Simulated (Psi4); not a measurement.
# Si2H3F (SMILES F[Si][SiH3]): levels of theory compared

Wanted: a comparison of 4 runs (UB3LYP/6-31G*, UPW91-D3(BJ)/6-31G*, UPBE0/aug-cc-pVDZ, U-r2SCAN/cc-pVTZ) of Si2H3F. 

Program for the calculation: Psi4 1.11.

1 further run of the same task is left out (set aside as unsound or not needed).

### 1 Starting point

The species is Si2H3F (6 atoms), meant as a triplet with charge 0. As SMILES, `F[Si][SiH3]`. Geometry: relaxed at GFN2-xTB.

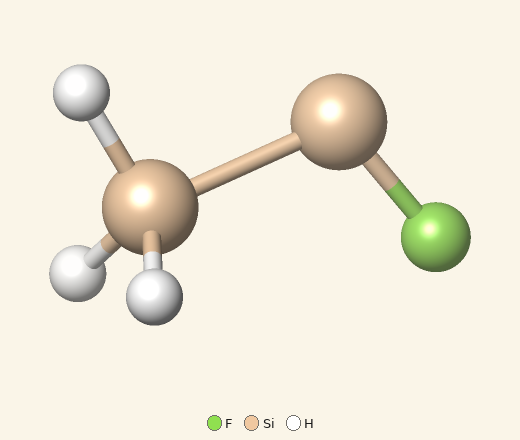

The structure, seen from a chosen angle (fluorine green, silicon light orange, hydrogen white).

### 2 Energy and gradient at UB3LYP/6-31G(d) (spherical functions) (run 1)

Input file fh3si2.in:

```
memory 1600 MB

molecule molecule1 {
  0 3
  F      0.305600    -2.264910     1.255600
  Si     1.182750    -1.160380     0.372400
  Si    -0.176850     0.540110    -0.272780
  H     -1.296890     0.179960    -1.156100
  H      0.771310     1.376770    -1.009080
  H     -0.785920     1.328460     0.809960
  symmetry c1
  no_reorient
  no_com
}

set reference uks
set puream true
set e_convergence 1e-09
set d_convergence 1e-08
set scf_type pk
set dft_radial_points 99
set dft_spherical_points 590
set maxiter 200

e, wfn = gradient('b3lyp/6-31G*', return_wfn=True)
oeprop(wfn, 'MAYER_INDICES', 'QUADRUPOLE', 'DIPOLE')
```

The run is started by

```sh
$ psi4 fh3si2.in fh3si2.out -n 1
```

fh3si2.out:

```text
[...]
  Running in c1 symmetry.
[...]
  Nuclear repulsion =  132.965292027693152
[...]
  Multiplicity = 3
[...]
  Nalpha       = 21
  Nbeta        = 19
[...]
    Number of basis functions: 56
[...]
   @UKS iter   1:  -680.49627748665750   -4.33304e-01   7.00618e-03 ADIIS/DIIS
[...]
   @UKS iter  12:  -680.57265259457790   -2.72848e-12   6.01701e-09 DIIS
[...]
   @S^2 Observed:                2.002529830E+00
[...]
  @UKS Final Energy:  -680.57265259457790
   => Energetics <=
    Nuclear Repulsion Energy =            132.9652920276931525
    One-Electron Energy =               -1208.4063522400060720
    Two-Electron Energy =                 437.9808557470634582
    DFT Exchange-Correlation Energy =     -43.1124481293283637
    Empirical Dispersion Energy =           0.0000000000000000
    VV10 Nonlocal Energy =                  0.0000000000000000
    Total Energy =                       -680.5726525945779031
[...]
  -Total Gradient:
     Atom            X                  Y                   Z
    ------   -----------------  -----------------  -----------------
       1       -0.012508290405    -0.007505334519     0.007737316004
       2        0.006973572449     0.024320117716    -0.016144008373
       3        0.006194298268    -0.013131615134     0.006018175786
       4        0.003883293391     0.005540057356     0.005170175276
       5       -0.004931096533    -0.006972619747     0.005354480159
       6        0.000399922749    -0.002299420548    -0.008110343704
[...]
 Multipole Moments:
 ------------------------------------------------------------------------------------
     Multipole            Electronic (a.u.)      Nuclear  (a.u.)        Total (a.u.)
 ------------------------------------------------------------------------------------
 L = 1.  Multiply by 2.5417464519 to convert [e a0] to [Debye]
 Dipole X            :        -29.1333884           29.3313841            0.1979956
 Dipole Y            :         49.9132685          -49.4782834            0.4349851
 Dipole Z            :        -21.7384888           21.4292297           -0.3092591
 Magnitude           :                                                    0.5692587
 L = 2.  Multiply by 1.3450342976 to convert [e a0^2] to [Debye ang]
 Quadrupole XX       :       -108.0408835           84.8394444          -23.2014391
 Quadrupole XY       :         95.7039028          -96.4057309           -0.7018282
[...]
```

It took 24 s on 1 thread of AMD EPYC 7R43 (Zen 3), shared host; peak memory 0.67 GiB.

### 3 Energy and gradient at UPW91-D3(BJ)/6-31G(d) (density fitting, Cartesian functions) (run 2)

Input file run.py:

```python
import psi4

psi4.set_memory('1600 MB')
psi4.set_num_threads(1)
psi4.set_output_file('fh3si2.out', False)

m = psi4.geometry("""
0 3
F
Si 1 1.664158
Si 2 2.270779 1 109.40445
H 3 1.471208 2 116.30132 1 -62.35626
H 3 1.463265 4 109.33924 2 112.95568
H 3 1.471322 5 109.40043 4 -114.41335
""")

options = {'basis': '6-31G*', 'reference': 'uks'}
psi4.set_options(options)

e, wfn = psi4.gradient('PW91-D3BJ2B', return_wfn=True)
print('gradient / Eh bohr^-1')
print(e.np.round(6))
print(f'energy = {wfn.energy():.10f} Eh')
for k, v in sorted(psi4.core.scalar_variables().items()):
    print(f'{k:45s} {v:18.10f}')
```

The run is started by

```sh
$ python run.py
```

fh3si2.out:

```text
[...]
  Running in c1 symmetry.
[...]
  Nuclear repulsion =  132.965272272676287
[...]
  Multiplicity = 3
[...]
  Nalpha       = 21
  Nbeta        = 19
[...]
    Number of basis functions: 59
[...]
   @DF-UKS iter   1:  -680.37924237747291   -3.17196e-01   7.05498e-03 ADIIS/DIIS
[...]
   @DF-UKS iter  13:  -680.47635609372742   -2.27374e-13   4.72960e-09 DIIS
[...]
   @S^2 Observed:                2.002129022E+00
[...]
  @DF-UKS Final Energy:  -680.47635609372742
   => Energetics <=
    Nuclear Repulsion Energy =            132.9652722726762875
    One-Electron Energy =               -1208.2963217245783198
    Two-Electron Energy =                 448.1778129420214327
    DFT Exchange-Correlation Energy =     -53.3211140712990215
    Empirical Dispersion Energy =          -0.0020055125477377
    VV10 Nonlocal Energy =                  0.0000000000000000
    Total Energy =                       -680.4763560937274178
[...]
 Multipole Moments:
 ------------------------------------------------------------------------------------
     Multipole            Electronic (a.u.)      Nuclear  (a.u.)        Total (a.u.)
 ------------------------------------------------------------------------------------
 L = 1.  Multiply by 2.5417464519 to convert [e a0] to [Debye]
 Dipole X            :         -0.0030053            0.0028782           -0.0001271
 Dipole Y            :          5.6056096           -5.7292090           -0.1235993
 Dipole Z            :         -4.0712221            4.5605676            0.4893456
 Magnitude           :                                                    0.5047137
[...]
  -Total Gradient:
     Atom            X                  Y                   Z
    ------   -----------------  -----------------  -----------------
       1        0.000007508507    -0.005065746592    -0.010317653030
       2        0.000036262167    -0.008037214758     0.022197629399
       3       -0.000066989734     0.007398891800    -0.005652439268
       4        0.010610740881     0.003032396369     0.003620976466
       5       -0.000065995545    -0.000181853616    -0.013420624129
       6       -0.010521234514     0.003041247126     0.003659723771
[...]
```

On the terminal:

```text
gradient / Eh bohr^-1
[[ 8.0000e-06 -5.0660e-03 -1.0318e-02]
 [ 3.6000e-05 -8.0370e-03  2.2198e-02]
 [-6.7000e-05  7.3990e-03 -5.6520e-03]
 [ 1.0611e-02  3.0320e-03  3.6210e-03]
 [-6.6000e-05 -1.8200e-04 -1.3421e-02]
 [-1.0521e-02  3.0410e-03  3.6600e-03]]
energy = -680.4763560937 Eh
CURRENT ENERGY                                   -680.4763560937
CURRENT REFERENCE ENERGY                         -680.4763560937
DD SOLVATION ENERGY                                 0.0000000000
DFT FUNCTIONAL TOTAL ENERGY                      -680.4743505812
DFT TOTAL ENERGY                                 -680.4763560937
DFT VV10 ENERGY                                     0.0000000000
DFT XC ENERGY                                     -53.3211140713
DISPERSION CORRECTION ENERGY                       -0.0020055125
GRID ELECTRONS ALPHA                               20.9999960087
GRID ELECTRONS BETA                                18.9999950982
GRID ELECTRONS TOTAL                               39.9999911069
NUCLEAR REPULSION ENERGY                          132.9652722727
ONE-ELECTRON ENERGY                             -1208.2963217246
PCM POLARIZATION ENERGY                             0.0000000000
PE ENERGY                                           0.0000000000
PW91-D3(BJ) DISPERSION CORRECTION ENERGY           -0.0020055125
SCF ITERATION ENERGY                             -680.4763560937
SCF ITERATIONS                                     13.0000000000
SCF TOTAL ENERGY                                 -680.4763560937
TWO-ELECTRON ENERGY                               448.1778129420
XC GRID RADIAL POINTS                              75.0000000000
XC GRID SPHERICAL POINTS                          302.0000000000
XC GRID TOTAL POINTS                           129881.0000000000
```

It took 14 s on 1 thread of AMD EPYC 7R43 (Zen 3), shared host; peak memory 0.4 GiB.

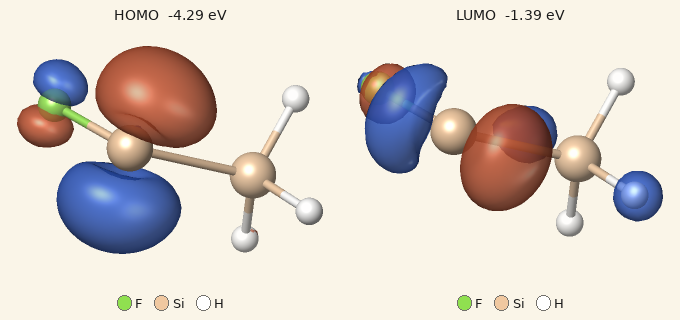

Frontier orbitals of this run (spin up), surfaces at ±0.2 Å^-3/2.

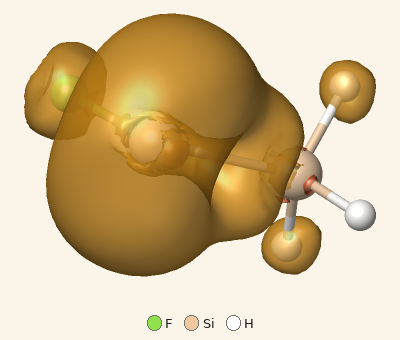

Spin density, surfaces at ±0.03 e/Å³.

Run 3 isn't shown in full; the table further down has it.

### 4 A single-point energy at U-r2SCAN/cc-pVTZ (run 4)

Input file fh3si2.xyz:

```xyz
6
FH3Si2
F      0.305600    -2.264910     1.255600
Si     1.182750    -1.160380     0.372400
Si    -0.176850     0.540110    -0.272780
H     -1.296890     0.179960    -1.156100
H      0.771310     1.376770    -1.009080
H     -0.785920     1.328460     0.809960
```

Input file run.py:

```python
import psi4

psi4.set_memory('1600 MB')
psi4.set_num_threads(1)
psi4.core.set_output_file('fh3si2.out', False)

with open('fh3si2.xyz') as f:
    atoms = ''.join(f.readlines()[2:])
molecule = psi4.geometry('0 3\n' + atoms + 'symmetry c1\nno_reorient\nno_com')

options = {'basis': 'cc-pVTZ', 'reference': 'uks', 'puream': True, 'e_convergence': 1e-09, 'd_convergence': 1e-08, 'scf_type': 'pk', 'dft_radial_points': 99, 'dft_spherical_points': 590, 'maxiter': 200}
psi4.set_options(options)

result = psi4.energy('r2scan')
print('E =', round(result, 9))
```

The run is started by

```sh
$ python run.py
```

fh3si2.out:

```text
[...]
  Running in c1 symmetry.
[...]
  Nuclear repulsion =  132.965292027693152
[...]
  Multiplicity = 3
[...]
  Nalpha       = 21
  Nbeta        = 19
[...]
    Number of basis functions: 140
[...]
   @UKS iter   1:  -680.43705419249352   -3.49201e-01   3.75965e-03 DIIS/ADIIS
[...]
   @UKS iter  13:  -680.55344481913437   -7.50333e-12   5.57520e-09 DIIS
[...]
   @S^2 Observed:                2.007370264E+00
[...]
    Orbital Energies [Eh]
    ---------------------
    Alpha Occupied:
       1A    -65.891938     2A    -65.847933     3A    -24.485518
       4A     -5.253307     5A     -5.218696     6A     -3.597506
       7A     -3.596833     8A     -3.594922     9A     -3.561959
      10A     -3.559255    11A     -3.559074    12A     -1.140012
      13A     -0.553343    14A     -0.485762    15A     -0.400327
      16A     -0.397660    17A     -0.380263    18A     -0.340231
      19A     -0.338622    20A     -0.247723    21A     -0.177610
    Alpha Virtual:
      22A     -0.051546    23A      0.005265    24A      0.017949
      25A      0.036582    26A      0.045027    27A      0.118959
[...]
  @UKS Final Energy:  -680.55344481913437
   => Energetics <=
    Nuclear Repulsion Energy =            132.9652920276931525
    One-Electron Energy =               -1208.3256757754402315
    Two-Electron Energy =                 448.1361101737023773
    DFT Exchange-Correlation Energy =     -53.3291712450895616
    Empirical Dispersion Energy =           0.0000000000000000
    VV10 Nonlocal Energy =                  0.0000000000000000
    Total Energy =                       -680.5534448191343699
[...]
 Multipole Moments:
 ------------------------------------------------------------------------------------
     Multipole            Electronic (a.u.)      Nuclear  (a.u.)        Total (a.u.)
 ------------------------------------------------------------------------------------
 L = 1.  Multiply by 2.5417464519 to convert [e a0] to [Debye]
 Dipole X            :        -29.1364220           29.3313841            0.1949621
 Dipole Y            :         49.8398377          -49.4782834            0.3615543
 Dipole Z            :        -21.6943284           21.4292297           -0.2650987
 Magnitude           :                                                    0.4888855
[...]
```

On the terminal:

```text
E = -680.553444819
```

Run time: 2.4 min. Hardware: 1 thread of AMD EPYC 7R43 (Zen 3), shared host; peak memory 1.3 GiB.

### 5 All runs side by side

```
run                                                       level  integrals  integral approximation  energy (Eh)  dipole moment (D)  HOMO energy (eV)  LUMO energy (eV)  wall time
  1                         UB3LYP/6-31G* (spherical functions)         pk                    none  -680.572653               1.45             -5.01             -4.11       24 s
  2  UPW91-D3(BJ)/6-31G* (density fitting, Cartesian functions)         df       program's default  -680.476356               1.28             -4.29                 –       14 s
  3                                           UPBE0/aug-cc-pVDZ         pk                    none  -680.251925               1.47             -5.62             -3.89       92 s
  4                                            U-r2SCAN/cc-pVTZ         pk                    none  -680.553445               1.24             -4.83             -4.29    2.4 min
```

### 6 What came out

| quantity | value |
| --- | --- |
| run 4: total energy | -680.55344 Eh |
| run 4: dipole moment | 1.24 D |
| run 4: HOMO energy (highest over α and β) | -4.83 eV |
| run 4: LUMO energy (lowest over α and β) | -4.29 eV |
| run 4: ⟨S²⟩ | 2.007 |

The dipole moment (its size) runs from 1.24 D (U-r2SCAN/cc-pVTZ) to 1.47 D (UPBE0/aug-cc-pVDZ). The two ends differ in method and basis. Totals of different functionals can't be ranked against each other. All runs together took 4.6 min, the longest 2.4 min.
